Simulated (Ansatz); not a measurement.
BF2H3OSi (SMILES FB(F)O[SiH3])

Input file:

```
crystal:
  periodic: [false, false, false]
  atoms:
    - { symbol: F, position_ang: [1.9656, -1.3575, 0.5547] }
    - { symbol: B, position_ang: [0.472, -1.216, 0.5747] }
    - { symbol: F, position_ang: [-0.3635, -2.3605, 0.2177] }
    - { symbol: O, position_ang: [-0.088, 0.0163, 1.0683] }
    - { symbol: Si, position_ang: [-0.4261, 0.9798, -0.3335] }
    - { symbol: H, position_ang: [-1.0718, 2.2581, 0.0975] }
    - { symbol: H, position_ang: [0.88, 1.31, -0.9622] }
    - { symbol: H, position_ang: [-1.2761, 0.3127, -1.273] }
basis:
  gaussian: { orbitals: def2-SVP }
hamiltonian:
  xc: b3lyp
  dispersion: d4
relax:
  f_tol: 0.015
  max_steps: 40
output:
  orbitals: {}
```

Run with:

```sh
ansatz run input.yaml --threads 1 --pin off --max-ram 2048MiB --backend cpu --events-out ev --progress --plain --runs-dir out
```

The fields are those of the relaxed geometry.

All numbers below come from RKS B3LYP-D4/def2-SVP in Ansatz.

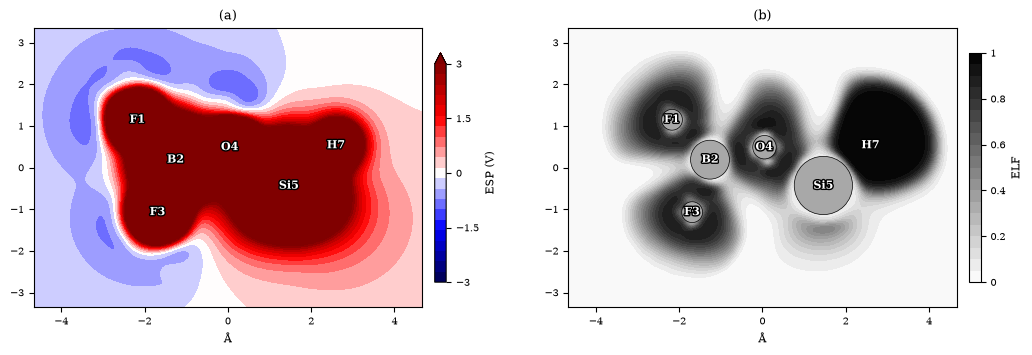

Figure 1. (a) electrostatic potential; (b) ELF on the plane of atoms F1, B2 and F3. Grey discs cover the atomic cores in the ELF map.

Describe what can be read from this map.

- The plane passes through F, B, O, Si and H nuclei.
- B–F (1.32 Å): the ELF peaks at about 0.85 between the atoms (a shared but strongly polarised pair).
- B–O (1.34 Å): the ELF peaks at about 0.90 between the atoms, as expected for a polar covalent bond.
- Si–O (1.69 Å): the ELF peaks at about 0.90 between the atoms, as expected for a shared but strongly polarised pair.
- Si–H (1.48 Å): the ELF climbs to about 1 towards the hydrogen, as it does in any bond to H.
- The ELF also peaks beside F3, F1 and O4, away from the bonds: lone-pair regions.
- Outside the dense part of the molecule the potential is most negative (−1.0 V) near O4.

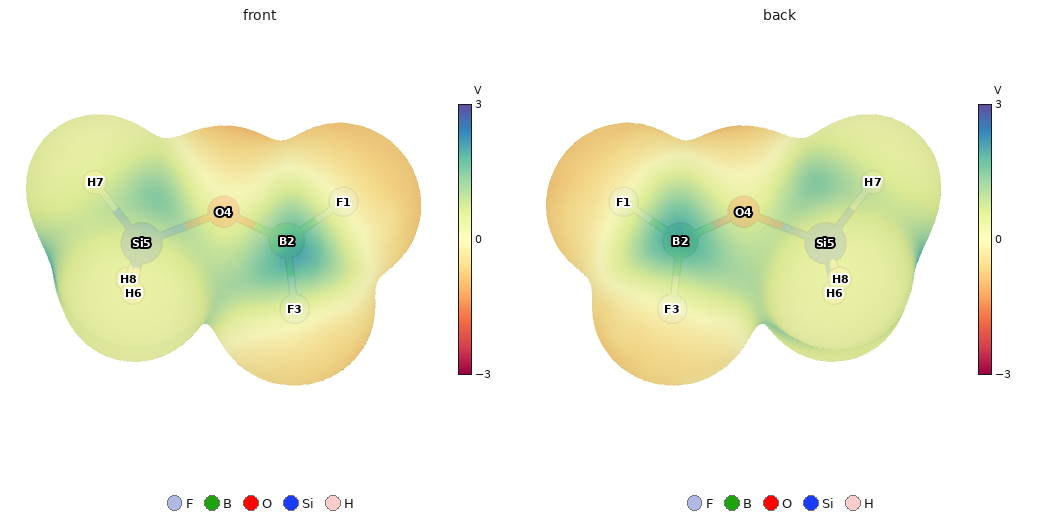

Figure 2. The molecular electrostatic potential painted on the density surface at 0.002 e/bohr³, seen from the front and from behind; the colour scale runs from red (negative) to blue (positive).

Where is the surface potential most negative and most positive?

The most negative region (about −0.9 V) lies over O4, the most positive (about +2.0 V) over B2 and Si5.

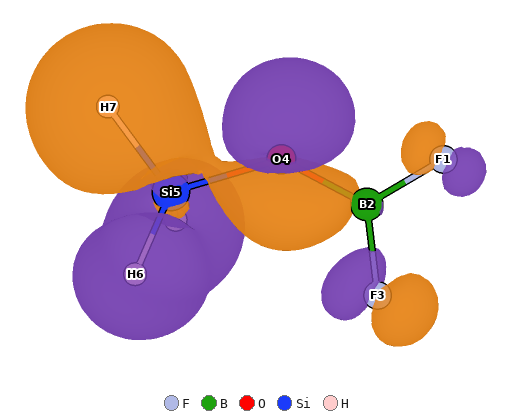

Figure 3. The HOMO−1 at ±0.08 Å⁻³ᐟ² (orange and purple are the two phases), seen at a tilt.

Describe this orbital and give its energy.

Its weight (Hirshfeld) is mainly on O4 (about 30 %), Si5 (about 25 %), H7 (about 20 %), H6 (about 10 %) and H8 (about 10 %). Its energy is −9.40 eV.
